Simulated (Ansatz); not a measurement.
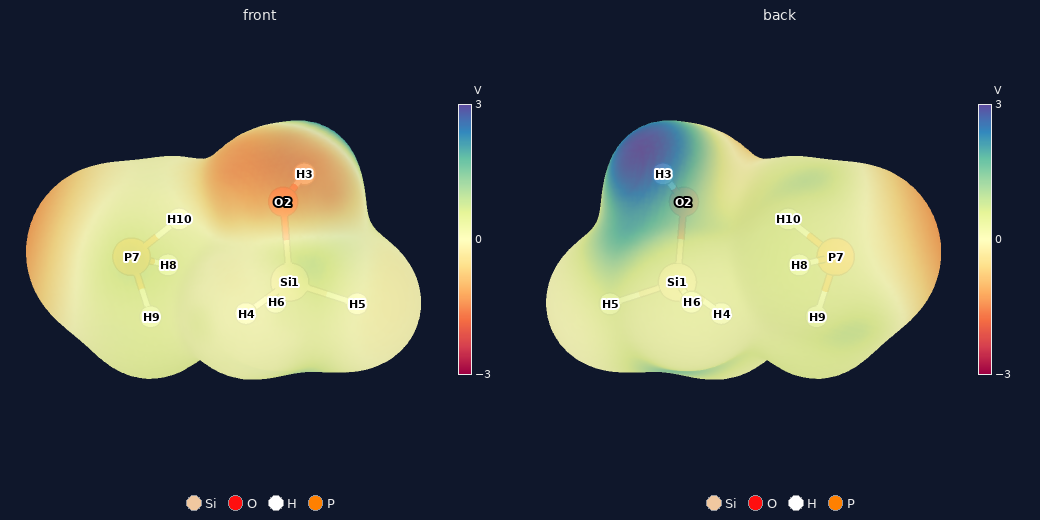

The picture shows: H4OSi···PH3. The molecular electrostatic potential painted on the density surface at 0.002 e/bohr³, seen from the front and from behind; the colour scale runs from red (negative) to blue (positive).

Not at a stationary point (largest force 0.8 eV/Å).

Theory: Ansatz 0.2.0, RKS BHLYP/6-31G*.

```yaml
atoms:
  - { symbol: Si, position_ang: [-0.0635, 0.1058, 0.1070] }
  - { symbol: O, position_ang: [-0.1994, 0.2294, 1.7640] }
  - { symbol: H, position_ang: [-1.0475, 0.0100, 2.1546] }
  - { symbol: H, position_ang: [1.3530, 0.2812, -0.2254] }
  - { symbol: H, position_ang: [-0.8255, 1.1928, -0.5508] }
  - { symbol: H, position_ang: [-0.6000, -1.1613, -0.4186] }
  - { symbol: P, position_ang: [1.7093, -2.6273, 1.1083] }
  - { symbol: H, position_ang: [0.4589, -3.0858, 0.6512] }
  - { symbol: H, position_ang: [2.0338, -1.9728, -0.0905] }
  - { symbol: H, position_ang: [1.2024, -1.4835, 1.7632] }
```

> Describe the electrostatic potential map.

The most negative region (about −1.4 V) lies over O2, the most positive (about +2.9 V) over H3. O2 is the likeliest acceptor of a hydrogen bond.
